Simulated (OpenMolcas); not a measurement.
# triplet AlSiNH6O: levels of theory compared

Aim: a comparison of 6 runs (UHF/3-21G, U-revPBE/6-31G*, UB3LYP/6-31G*, UBHLYP/6-31G*, UPBE0/6-31G*, UTPSS/6-31G*) of triplet AlSiNH6O. 

The calculation is run with OpenMolcas 26.06.

3 further runs of the same task are left out: 2 that didn't finish, 1 set aside as unsound or not needed.

## 1. The molecule

AlSiNH6O: 10 atoms, total charge 0, spin state triplet. As SMILES of the parent species, `O[SiH2][NH][AlH2]`. The coordinates come from a PBE0-D4/def2-TZVP relaxation. This is one conformer, not always the lowest. That shape belongs to the parent species and isn't relaxed for this state.

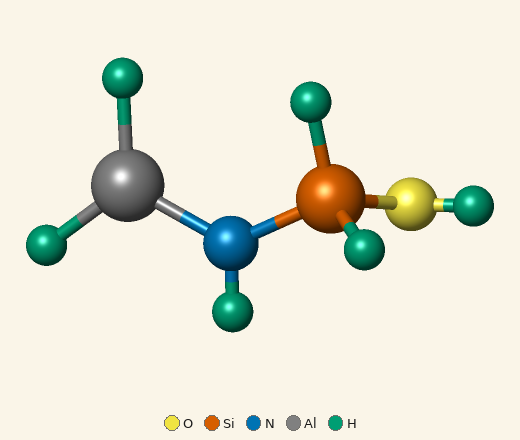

The structure, seen from a chosen angle (oxygen yellow, silicon orange, nitrogen blue, aluminium grey, hydrogen teal).

## 2. The energy at UHF/3-21G (run 1)

mol.xyz reads:

```xyz
10

O     -1.817400    -0.693800    -1.056500
Si    -0.576600     0.373900    -0.851600
N      0.693300    -0.382300     0.009600
Al     1.233300    -0.094800     1.686300
H     -2.399800    -0.547900    -1.803100
H     -1.000200     1.543800    -0.039500
H     -0.142800     0.831300    -2.203200
H      1.159400    -1.127800    -0.493000
H      0.508400     1.030600     2.525200
H      2.425400    -0.984200     2.228700
```

run.inp reads:

```
&GATEWAY
  BasLib=$CurrDir
  Coord=mol.xyz
  Basis=3-21G
  Group=NoSym

&SEWARD

&SCF
  UHF
  Spin=3
  Thresholds=1e-10 1e-07 1e-07 1e-05
  PrOrbitals=1 1
```

The basis set 3-21G is read from a file made from the Basis Set Exchange's data (not shown).

Command:

```sh
$ export MOLCAS_MEM=1860
$ pymolcas run.inp > run.log
```

Output:

```text
--- Start Module: gateway ---
[...]
--- Stop Module: gateway /rc=_RC_ALL_IS_WELL_ ---
--- Start Module: seward ---
[...]
      Basis functions           56
--- Stop Module: seward /rc=_RC_ALL_IS_WELL_ ---
[...]
--- Start Module: scf ---
[...]
       Convergence after  24 Iterations
[...]
::    Total SCF energy                               -659.9823709071
[...]
      Total spin, S                                     1.0097912388
[...]
      Total electronic charge=   48.000000
      Total            charge=   -0.000000
[...]
      Dipole Moment (debye):
      Origin of the operator (angstrom)=   -0.0183   -0.0857    0.0563
                   X= -2.8705E+00               Y= -2.4046E-01               Z= -8.5332E+00           Total=  9.0063E+00
      Quadrupole Moment (debye*angstrom):
[...]
--- Stop Module: scf /rc=_RC_ALL_IS_WELL_ ---
[...]
```

Run time: 7.5 s. Hardware: 1 thread of AMD EPYC 7R43 (Zen 3), shared host; peak memory 0.39 GiB.

## 3. The energy at U-revPBE/6-31G(d) (spherical functions) (run 2)

job.input reads:

```
* AlH6NOSi Kohn-Sham DFT

&gateway
  baslib=$CurrDir
  coord
  10
  angstrom
  O       -1.817400      -0.693800      -1.056500
  Si      -0.576600       0.373900      -0.851600
  N        0.693300      -0.382300       0.009600
  Al       1.233300      -0.094800       1.686300
  H       -2.399800      -0.547900      -1.803100
  H       -1.000200       1.543800      -0.039500
  H       -0.142800       0.831300      -2.203200
  H        1.159400      -1.127800      -0.493000
  H        0.508400       1.030600       2.525200
  H        2.425400      -0.984200       2.228700
  basis=6-31Gs
  group=NoSym

&seward
  gridinput
  Grid=UltraFine
  End of Grid

&scf
  uhf
  spin=3
  ksdft=revPBE
  thresholds=1e-10 1e-07 1e-07 1e-05
  prorbitals=1 1
```

The basis set 6-31G* is read from a file made from the Basis Set Exchange's data (not shown).

Command:

```sh
$ export MOLCAS_MEM=1860
$ pymolcas job.input > job.log
```

Output:

```text
--- Start Module: gateway ---
[...]
--- Stop Module: gateway /rc=_RC_ALL_IS_WELL_ ---
--- Start Module: seward ---
[...]
      Basis functions           76
--- Stop Module: seward /rc=_RC_ALL_IS_WELL_ ---
[...]
--- Start Module: scf ---
[...]
       Convergence after  28 Iterations
[...]
::    Total KS-DFT energy                            -665.1922274233
[...]
      Total spin, S                                     1.0010471525
[...]
      Total electronic charge=   48.000000
      Total            charge=   -0.000000
[...]
      Dipole Moment (debye):
      Origin of the operator (angstrom)=   -0.0183   -0.0857    0.0563
                   X= -1.8570E+00               Y= -1.7031E-01               Z= -4.8200E+00           Total=  5.1681E+00
      Quadrupole Moment (debye*angstrom):
[...]
--- Stop Module: scf /rc=_RC_ALL_IS_WELL_ ---
[...]
```

It took 62 s on 1 thread of AMD EPYC 7R43 (Zen 3), shared host; peak memory 0.43 GiB.

Runs 3 to 5 aren't shown in full; the table further down has their settings and results.

## 4. The energy at UTPSS/6-31G(d) (spherical functions) (run 6)

coord.xyz reads:

```xyz
10

O     -1.817400    -0.693800    -1.056500
Si    -0.576600     0.373900    -0.851600
N      0.693300    -0.382300     0.009600
Al     1.233300    -0.094800     1.686300
H     -2.399800    -0.547900    -1.803100
H     -1.000200     1.543800    -0.039500
H     -0.142800     0.831300    -2.203200
H      1.159400    -1.127800    -0.493000
H      0.508400     1.030600     2.525200
H      2.425400    -0.984200     2.228700
```

mol.inp reads:

```
* AlH6NOSi Kohn-Sham DFT

&gateway
  baslib = $CurrDir
  coord = coord.xyz
  basis = 6-31Gs
  group = NoSym

&seward
  gridinput
  Grid=UltraFine
  End of Grid

&scf
  uhf
  spin = 3
  ksdft = 2
  1.0 MGGA_X_TPSS
  1.0 MGGA_C_TPSS
  thresholds = 1e-10 1e-07 1e-07 1e-05
  prorbitals = 1 2
```

The basis set 6-31G* is read from a file made from the Basis Set Exchange's data (not shown).

Command:

```sh
$ export MOLCAS_MEM=1860
$ pymolcas mol.inp > mol.log
```

Output:

```text
--- Start Module: gateway ---
[...]
--- Stop Module: gateway /rc=_RC_ALL_IS_WELL_ ---
--- Start Module: seward ---
[...]
      Basis functions           76
--- Stop Module: seward /rc=_RC_ALL_IS_WELL_ ---
[...]
--- Start Module: scf ---
[...]
       Convergence after  36 Iterations
[...]
::    Total KS-DFT energy                            -665.4174317376
[...]
      Total spin, S                                     1.0013436026
[...]
      Total electronic charge=   48.000000
      Total            charge=   -0.000000
[...]
      Dipole Moment (debye):
      Origin of the operator (angstrom)=   -0.0183   -0.0857    0.0563
                   X= -1.8479E+00               Y= -2.4278E-01               Z= -5.0337E+00           Total=  5.3677E+00
      Quadrupole Moment (debye*angstrom):
[...]
--- Stop Module: scf /rc=_RC_ALL_IS_WELL_ ---
[...]
```

Wall time 2.8 min (1 thread of AMD EPYC 7R43 (Zen 3), shared host); peak memory 0.43 GiB.

## 5. All runs side by side

```
run                                  level  integration grid  energy (Eh)  dipole moment (D)  HOMO energy (eV)   ⟨S²⟩  wall time
  1                              UHF/3-21G                 –  -659.982371               9.01             -4.33  2.029      7.5 s
  2  U-revPBE/6-31G* (spherical functions)         UltraFine  -665.192227               5.17             -2.07  2.003       62 s
  3    UB3LYP/6-31G* (spherical functions)         UltraFine  -665.388628               5.42             -2.57  2.005       96 s
  4    UBHLYP/6-31G* (spherical functions)         UltraFine  -665.273652               8.68             -3.12  2.011       97 s
  5     UPBE0/6-31G* (spherical functions)         UltraFine  -664.957943               5.68             -2.85  2.006       94 s
  6     UTPSS/6-31G* (spherical functions)         UltraFine  -665.417432               5.37             -2.13  2.004    2.8 min
```

## 6. What came out

```
                                 quantity          value
                      run 6: total energy  -665.41743 Eh
                     run 6: dipole moment         5.37 D
run 6: HOMO energy (highest over α and β)       -2.13 eV
                              run 6: ⟨S²⟩          2.004
```

**Reading.** The dipole moment (its size) runs from 5.17 D (U-revPBE/6-31G*) to 9.01 D (UHF/3-21G). The two ends differ in method and basis. Totals of different functionals can't be ranked against each other. All runs together took 8.7 min, the longest 2.8 min.
